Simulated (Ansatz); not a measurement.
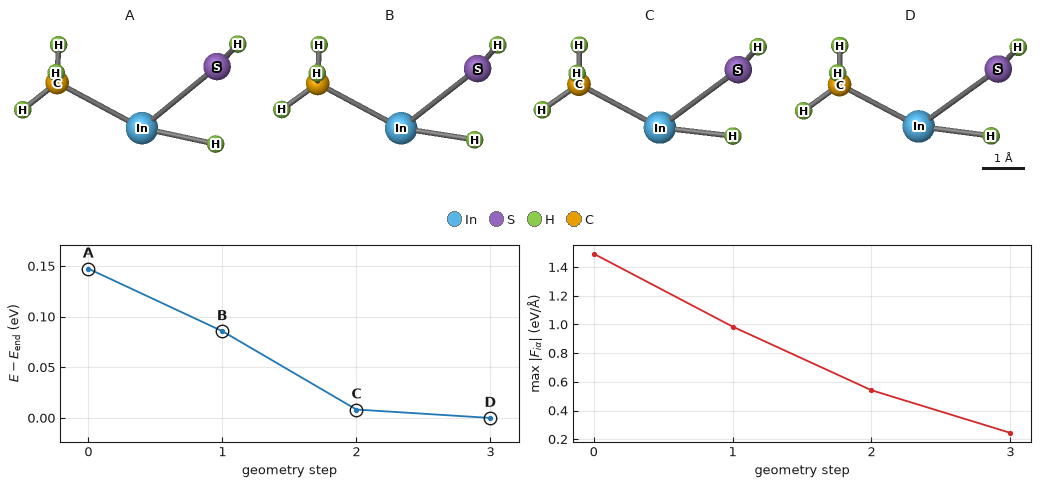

Frames of a saddle-point search of CH$_{5}$InS, marked on the history of the run. Style: ball-and-stick. Shown at a tilt.

These are results of RKS PBE0-D4/def2-SVP (Ansatz), not measurements.

The input:
```yaml
crystal:
  periodic: [false, false, false]
  atoms:
    - {symbol: In, position_ang: [-0.936800, -0.174700, -0.655700]}
    - {symbol: S, position_ang: [1.473500, -0.728200, -1.791900]}
    - {symbol: H, position_ang: [-0.608400, -0.776400, -2.348100]}
    - {symbol: C, position_ang: [-0.423400, 0.260500, 1.569700]}
    - {symbol: H, position_ang: [1.501900, 0.455900, -2.390500]}
    - {symbol: H, position_ang: [0.290800, -0.506000, 1.857800]}
    - {symbol: H, position_ang: [0.029900, 1.248800, 1.588300]}
    - {symbol: H, position_ang: [-1.327400, 0.220100, 2.170400]}
basis:
  gaussian: {orbitals: def2-SVP}
hamiltonian: {xc: pbe0, dispersion: d4}
saddle:
  max_steps: 4
  mode_guess:
    - [-0.5333, 0.0954, 0.0956]
    - [-0.3302, -0.1502, -0.2233]
    - [0.6853, -0.0898, 0.0349]
    - [0.0162, 0.0067, 0.0342]
    - [0.0677, 0.1237, 0.0378]
    - [0.0274, -0.0080, -0.0380]
    - [0.0238, 0.0041, -0.0317]
    - [0.0432, 0.0181, 0.0904]
```

Launched with:
```bash
ansatz run in.yaml --threads 4 --pin off --events-out ev --progress --plain --max-ram 9574MiB
```

### Describe the path.

The relaxation stopped without meeting its thresholds, so the last structure isn't shown to be converged. The input was poor on purpose: too few steps. Over 3 geometry steps the energy falls by 0.147 eV. The largest force component goes from 1.5 to 0.24 eV/Å. The atom that moves furthest after the best rigid fit is H3 (0.23 Å). By element the largest moves are H 0.23 Å, In 0.09 Å, C 0.08 Å, S 0.07 Å. Among the contacts that change: In1–C4 2.325 → 2.165 Å, In1–H3 1.826 → 1.782 Å, S2–H5 1.327 → 1.358 Å, In1–S2 2.722 → 2.750 Å. Among the angles between lasting bonds that change: S2–In1–H3 52.2° → 44.4°, H3–In1–C4 155.4° → 150.7°, H6–C4–H7 111.3° → 107.9°. Cost: 4.5 s on 4 threads of AMD EPYC 9R45 96-Core (shared host). From step 0 to 1: H3 moves most (0.11 Å), energy −0.062 eV. From step 1 to 2: H3 moves most (0.10 Å), energy −0.077 eV. From step 2 to 3: H atoms move most (0.04 Å), energy −0.008 eV.

| step | E − E(0), eV | largest force component, eV/Å |
| --- | --- | --- |
| 0 | 0.0000 | 1.4935 |
| 1 | -0.0618 | 0.9852 |
| 2 | -0.1391 | 0.5413 |
| 3 | -0.1474 | 0.2440 |
